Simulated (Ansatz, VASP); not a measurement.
# Na2Sb in two plane-wave programs, part 2 of 2

Aim: how closely do two programs agree when they are given the same cell, functional and k mesh? The cell is generated by rule, not measured, and may not be a known phase. The cell comes out of the VASP series on this material, whose earlier steps may have relaxed, scaled or displaced it; both programs get it as it stands.

VASP 6.6.1 and Ansatz 0.2.0.

So far. Step 3 (VASP: band structure, LDA): The run ends at a pressure of -0.05 GPa.

## 5. VASP: band structure, LDA, spin-orbit coupling

Level of this step: LDA, spin-orbit coupling; plane waves and PAW (Na_pv, Sb); invented cell (VASP).

The same path points are solved in both programs, so levels can be compared one by one.

INCAR

```
SYSTEM = Na2Sb
PREC = Accurate
ENCUT = 400
EDIFF = 1E-06
NELM = 100
ISMEAR = 1
SIGMA = 0.2
LREAL = .FALSE.
ALGO = Normal
GGA = CA
LNONCOLLINEAR = .TRUE.
MAGMOM = 0 0 0 0 0 0 0 0 0
NBANDS = 30
GGA_COMPAT = .FALSE.
LASPH = .TRUE.
LSORBIT = .TRUE.
LORBIT = 11
LWAVE = .FALSE.
LCHARG = .FALSE.
```

POSCAR

```
Na2Sb
1.0
    5.2340367641      0.0000000000      0.0000000000
    0.0000000000      5.2340367641      0.0000000000
    0.0000000000      0.0000000000      3.3701280977
Na Sb
2 1
Direct
    0.5000000000      0.0000000000      0.5000000000
    0.0000000000      0.5000000000      0.5000000000
    0.0000000000      0.0000000000      0.0000000000
```

KPOINTS

```
Automatic mesh
0
Gamma
4 4 5
0 0 0
```

KPOINTS_OPT

```
Line mode
16
Line-mode
Reciprocal
  0.00000000   0.00000000   0.00000000 GAMMA
  0.00000000   0.50000000   0.00000000 X

  0.00000000   0.50000000   0.00000000 X
  0.50000000   0.50000000   0.00000000 M

  0.50000000   0.50000000   0.00000000 M
  0.00000000   0.00000000   0.00000000 GAMMA

  0.00000000   0.00000000   0.00000000 GAMMA
  0.00000000   0.00000000   0.50000000 Z

  0.00000000   0.00000000   0.50000000 Z
  0.00000000   0.50000000   0.50000000 R

  0.00000000   0.50000000   0.50000000 R
  0.50000000   0.50000000   0.50000000 A

  0.50000000   0.50000000   0.50000000 A
  0.00000000   0.00000000   0.50000000 Z

  0.00000000   0.50000000   0.00000000 X
  0.00000000   0.50000000   0.50000000 R

  0.50000000   0.50000000   0.00000000 M
  0.50000000   0.50000000   0.50000000 A
```

The projector-augmented-wave data sets are Na_pv and Sb (LDA family, release 64).

Command:

```console
mpirun -np 1 vasp_ncl
```

Numbers of over 12 decimals in the logs are rounded to 6 here.

The log of the run:

```text
[... set-up lines as in an earlier step ...]
 entering main loop
       N       E                     dE             d eps       ncg     rms          rms(c)
DAV:   1     0.145369703981E+03    0.14537E+03   -0.81037E+03  1096   0.998E+02
DAV:   2     0.118901943870E+01   -0.14418E+03   -0.14108E+03  1208   0.305E+02
DAV:   3    -0.882376610989E+01   -0.10013E+02   -0.98826E+01  1298   0.961E+01
DAV:   4    -0.907424845870E+01   -0.25048E+00   -0.24931E+00  1216   0.147E+01
[...]
DAV:  12    -0.862087980360E+01   -0.24565E-04   -0.76258E-05  1140   0.576E-02    0.693E-03
DAV:  13    -0.862088216401E+01   -0.23604E-05   -0.16769E-05  1062   0.167E-02    0.921E-03
DAV:  14    -0.862088218233E+01   -0.18317E-07   -0.27469E-06  1026   0.145E-02
   1 F= -.86208822E+01 E0= -.86198469E+01  d E =-.310571E-02  mag=    -0.0000    -0.0000    -0.0000
 Start KPOINTS_OPT (optional k-point list driver)
k-point batch [1-18\144]
       N       E                     dE             ncg
DAV:   1    -0.236543441483E+04   -0.42321E+04     1160
DAV:   2    -0.479637728675E+04   -0.24309E+04     1180
DAV:   3    -0.495625040188E+04   -0.15987E+03     1310
DAV:   4    -0.495983317292E+04   -0.35828E+01     1218
DAV:   5    -0.495994138881E+04   -0.10822E+00     1440
DAV:   6    -0.495994371207E+04   -0.23233E-02     1310
DAV:   7    -0.495994381184E+04   -0.99773E-04     1500
DAV:   8    -0.495994381251E+04   -0.67287E-06      974
[...]
k-point batch [127-144\144]
       N       E                     dE             ncg
DAV:   1    -0.233743870735E+04   -0.10915E+05     1128
DAV:   2    -0.479451463895E+04   -0.24571E+04     1162
DAV:   3    -0.495684487570E+04   -0.16233E+03     1314
DAV:   4    -0.496047745269E+04   -0.36326E+01     1334
DAV:   5    -0.496057940941E+04   -0.10196E+00     1500
DAV:   6    -0.496058173111E+04   -0.23217E-02     1372
DAV:   7    -0.496058184598E+04   -0.11487E-03     1628
DAV:   8    -0.496058184643E+04   -0.45076E-06     1052
```

OUTCAR, selected parts (step 5):

```text
  Total        0.3765202      0.3765202     -0.5404555      0.0000000     -0.0000000      0.0000000
  in kB        6.5339976      6.5339976     -9.3788706      0.0000000     -0.0000000      0.0000000
  external PRESSURE =       1.2297082 kB  Pullay stress =       0.0000000 kB

  FREE ENERGIE OF THE ION-ELECTRON SYSTEM (eV)
  ---------------------------------------------------
  free  energy   TOTEN  =        -8.6208821823 eV

  energy  without entropy=       -8.6177764729  energy(sigma->0) =       -8.61984695

 magnetization (x)
# of ion       s       p       d       tot
------------------------------------------
    1        0.000   0.000   0.000   0.000
    2        0.000  -0.000   0.000  -0.000
    3        0.000   0.000   0.000   0.000
--------------------------------------------------
tot          0.000  -0.000   0.000   0.000

 magnetization (y)
# of ion       s       p       d       tot
------------------------------------------
    1        0.000   0.000   0.000   0.000
    2       -0.000   0.000   0.000  -0.000
    3        0.000  -0.000  -0.000   0.000
--------------------------------------------------
tot          0.000  -0.000  -0.000   0.000

 magnetization (z)
# of ion       s       p       d       tot
------------------------------------------
    1        0.000   0.000   0.000   0.000
    2        0.000   0.000   0.000   0.000
    3        0.000  -0.000   0.000  -0.000
--------------------------------------------------
tot          0.000  -0.000   0.000  -0.000

[... 2 parts as in an earlier step ...]

[... 2 further parts left out ...]
[key lines of the parts left out:]
E-fermi :   2.3866
```

The run ends at a pressure of 0.12 GPa.

## 6. Ansatz: band structure, LDA, spin-orbit coupling

The same cell, functional (in two slightly different forms), mesh and smearing now go to Ansatz, which takes its cutoff from its data sets.

The cell comes out of the VASP series on this material, whose earlier steps may have relaxed, scaled or displaced it; both programs get it as it stands.

input.yaml

```yaml
crystal:
  lattice:
    - [5.2340367641, 0.0, 0.0]
    - [0.0, 5.2340367641, 0.0]
    - [0.0, 0.0, 3.3701280977]
  atoms:
    - { symbol: Na, position: [0.5, 0.0, 0.5] }
    - { symbol: Na, position: [0.0, 0.5, 0.5] }
    - { symbol: Sb, position: [0.0, 0.0, 0.0] }
hamiltonian:
  xc: lda
  pseudopotentials: { kind: paw_fr }
magnetization:
  noncollinear: true
  spin_orbit: true
kpoints:
  mp_grid: { grid: [4, 4, 5] }
  band_path:
    path:
      - [0.0, 0.0, 0.0]
      - [0.0, 0.13333, 0.0]
      - [0.0, 0.3, 0.0]
      - [0.0, 0.46667, 0.0]
      - [0.1, 0.5, 0.0]
      - [0.26667, 0.5, 0.0]
      - [0.43333, 0.5, 0.0]
      - [0.43333, 0.43333, 0.0]
      - [0.26667, 0.26667, 0.0]
      - [0.1, 0.1, 0.0]
      - [0.0, 0.0, 0.03333]
      - [0.0, 0.0, 0.2]
      - [0.0, 0.0, 0.36667]
      - [0.0, 0.0, 0.5]
      - [0.0, 0.16667, 0.5]
      - [0.0, 0.3, 0.5]
      - [0.0, 0.46667, 0.5]
      - [0.1, 0.5, 0.5]
      - [0.26667, 0.5, 0.5]
      - [0.43333, 0.5, 0.5]
      - [0.43333, 0.43333, 0.5]
      - [0.26667, 0.26667, 0.5]
      - [0.1, 0.1, 0.5]
      - [0.0, 0.5, 0.03333]
      - [0.0, 0.5, 0.2]
      - [0.0, 0.5, 0.36667]
      - [0.5, 0.5, 0.0]
      - [0.5, 0.5, 0.16667]
      - [0.5, 0.5, 0.33333]
      - [0.5, 0.5, 0.5]
    npoints: 1
scf:
  occupations: { method: methfessel_paxton, width: 0.2 }
  n_extra_bands: 14
output:
  forces: true
  stress: true
  eigenvalues: true
  write_density: true
  write_potential: true
  elf: true
  volumetric_format: npy
```

Command:

```console
ansatz run input.yaml --threads 2 --pin off --max-ram 4608MiB --backend cpu --events-out ev --progress --plain --runs-dir out
```

The log of the run:

```text
[...]
non-collinear run that drives no moment, with spin-orbit: no starting moment large enough to seed its density (crystal.atoms[].spin), no starting occupations that ask for one, no magnetisation constraint and no magnetic field, so the semilocal B_xc is pinned to zero
Crystal: 3 atoms, lattice volume = 92.325 Å³
Basis set: ecut = 420 eV, 1843 PW (Γ)
[...]
k-point 0: bands = [... 29 lower, 2.3825, 2.7188, 2.7188, 4.1511, 4.1511, 6.6100, 6.6100, 7.5279, ... 10 higher]
  k-point 1: bands = [... 29 lower, 2.7769, 3.1555, 3.1555, 4.2276, 4.2276, 4.8216, 4.8216, 7.1115, ... 10 higher]
  k-point 2: bands = [... 29 lower, 1.0135, 3.7986, 3.7986, 4.1834, 4.1834, 6.2755, 6.2755, 8.3441, ... 10 higher]
  k-point 17: bands = [... 29 lower, 1.3750, 2.9568, 2.9568, 3.2226, 3.2226, 6.5057, 6.5057, 7.4886, ... 10 higher]
[key lines of the parts left out:]
SCF converged after 10 iterations
Magnetization: |M| = 0.0000 μB,  M = (+0.0000, +0.0000, +0.0000) μB
Free energy (F): -9272.230076 eV
Fermi energy:    4.358814 eV
P = ⅓ Tr σ = 0.2088 GPa (2.088 kbar)
```

Run time: 10 s. Hardware: 2 threads of Intel Xeon 6975P-C (Granite Rapids), shared host; peak memory 0.61 GiB.

## 7. Differences

What differs besides the data sets and the points named for the pairs above, as far as they apply: spin-orbit coupling enters by fully relativistic files in Ansatz and inside the spheres in VASP; the data sets hold 33 valence electrons in Ansatz (fully relativistic PAW (standard-fr) files) and 19 in VASP. Total energies have different zeros and are not compared.

Both answers:

```
      quantity  Ansatz  VASP  difference
pressure (GPa)    0.21  0.12       +0.09
```

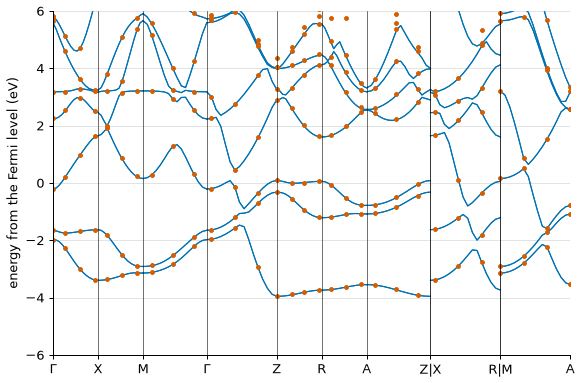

Bands from VASP (lines) and levels from Ansatz (dots). Dots without a line are higher empty bands that the VASP plot leaves out.

Levels from 3 eV below to 2 eV above the Fermi level differ by 10 meV r.m.s. and 21 meV at most; each VASP level is matched to the nearest of Ansatz, which flatters the figure a little.

## 8. Outcome

```yaml
r_m_s_difference_of_levels_near_the_fermi_level_band_structure_lda: 6.1 meV
r_m_s_difference_of_levels_near_the_fermi_level_band_structure_lda_spin_orbit_coupling: 9.7 meV
```

In words: The r.m.s. difference of levels near the Fermi level is 9.7 meV (band structure, LDA, spin-orbit coupling), within the 80 meV picked in this series as the mark of a large difference. Differences of this kind measure data sets and numerical settings, not the functional's error against experiment.

[Lines on the potential files, build, host, timing and source positions are cut from VASP's logs without a mark.]

[Logs are printed without paths, hosts, clocks, repeated set-up lines and the standing remarks that a program may print on its own settings, such as how far it seeks lower states.]

[Hosts, paths, dates, database ids (printed as entryN), source tags and the programs' standing remarks are cut or masked in the printed files.]
